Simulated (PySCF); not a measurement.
## Electronic structure of C₅H₁₃BOSi (SMILES B[SiH2]OC/C=C/CC) in real space

```yaml
atoms:
  - { symbol: B, position_ang: [-4.5184, 0.7748, 0.2114] }
  - { symbol: Si, position_ang: [-3.3449, -0.7609, 0.4321] }
  - { symbol: O, position_ang: [-1.8685, -0.2858, -0.0680] }
  - { symbol: C, position_ang: [-0.6753, -1.0224, -0.0393] }
  - { symbol: C, position_ang: [0.4542, -0.1738, -0.5333] }
  - { symbol: C, position_ang: [1.4842, 0.1955, 0.2090] }
  - { symbol: C, position_ang: [2.6195, 1.0482, -0.2586] }
  - { symbol: C, position_ang: [3.9648, 0.3838, 0.0302] }
  - { symbol: H, position_ang: [-4.1744, 1.8217, -0.1747] }
  - { symbol: H, position_ang: [-5.6463, 0.6534, 0.4945] }
  - { symbol: H, position_ang: [-3.2239, -1.2820, 1.8160] }
  - { symbol: H, position_ang: [-3.7203, -1.9886, -0.3111] }
  - { symbol: H, position_ang: [-0.7885, -1.9106, -0.6766] }
  - { symbol: H, position_ang: [-0.4802, -1.3645, 0.9841] }
  - { symbol: H, position_ang: [0.3573, 0.1662, -1.5553] }
  - { symbol: H, position_ang: [1.5541, -0.1425, 1.2356] }
  - { symbol: H, position_ang: [2.5225, 1.2442, -1.3278] }
  - { symbol: H, position_ang: [2.5786, 2.0082, 0.2652] }
  - { symbol: H, position_ang: [4.0354, -0.5682, -0.4910] }
  - { symbol: H, position_ang: [4.0779, 0.1999, 1.0965] }
  - { symbol: H, position_ang: [4.7833, 1.0202, -0.2981] }
```

Geometry: GFN2-xTB.

The calculation used PBE0/pcSseg-1, SCF density, gas phase, non-relativistic (PySCF 2.14.0).

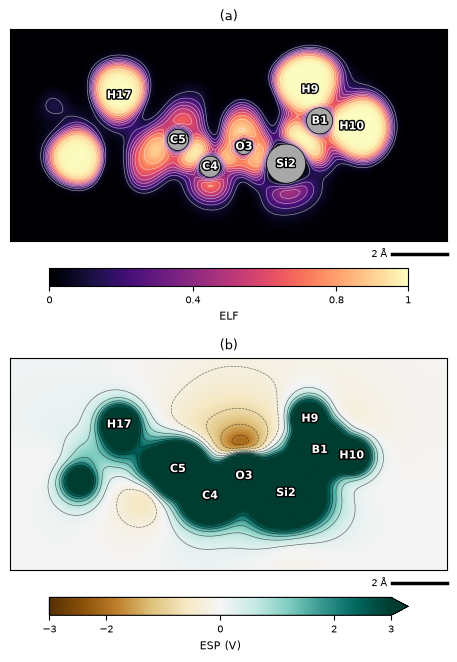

Figure 1. (a) electron localisation function; (b) electrostatic potential on the plane of atoms O3, C4 and C5. Grey discs cover the atomic cores in the ELF map.

### Read the bonding off the picture.

- The plane passes through B, Si, O, C and H nuclei.
- C–O (1.40 Å): the ELF peaks at about 0.90 between the atoms (a shared but strongly polarised pair).
- Si–O (1.63 Å): the ELF peaks at about 0.85 between the atoms, as expected for a polar covalent bond.
- Si–B (1.95 Å): the ELF peaks at about 1 between the atoms; a covalent bond.
- C–C (1.50 Å): the ELF peaks at about 0.95 between the atoms (a shared electron pair).
- B–H (1.17 Å): the ELF climbs to about 1 towards the hydrogen, as it does in any bond to H; an ordinary covalent bond to hydrogen.
- The ELF also peaks beside O3, away from the bonds: lone-pair regions.
- Outside the dense part of the molecule the potential is most negative (−2.1 V) near O3.

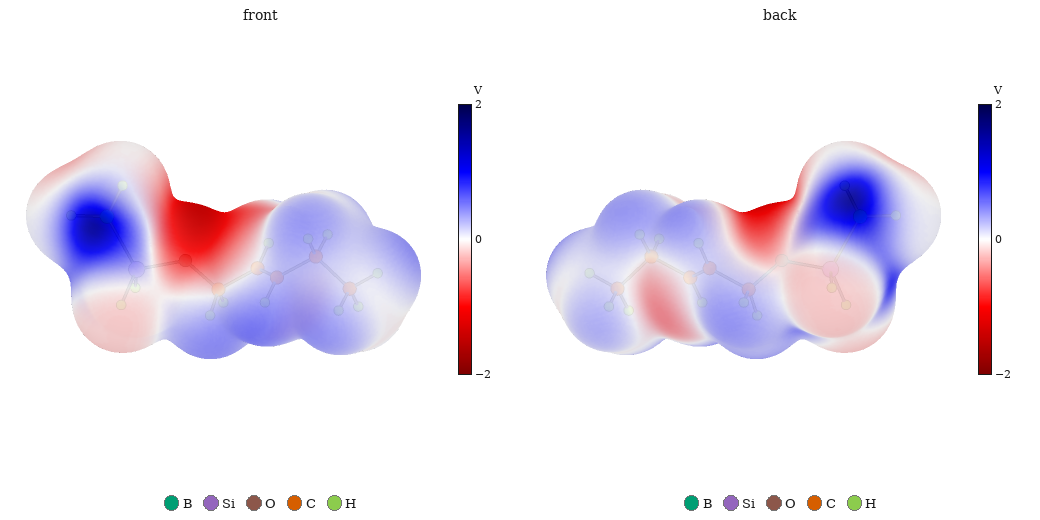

Figure 2. The molecular electrostatic potential painted on the density surface at 0.001 e/bohr³, seen from the front and from behind; the colour scale runs from red (negative) to blue (positive).

### Where is the surface potential most negative and most positive?

The most negative region (about −1.4 V) lies over O3, the most positive (about +1.5 V) over B1. O3 is the likeliest acceptor of a hydrogen bond.

### How polar is the molecule by this calculation?

Its dipole moment is 0.66 D.
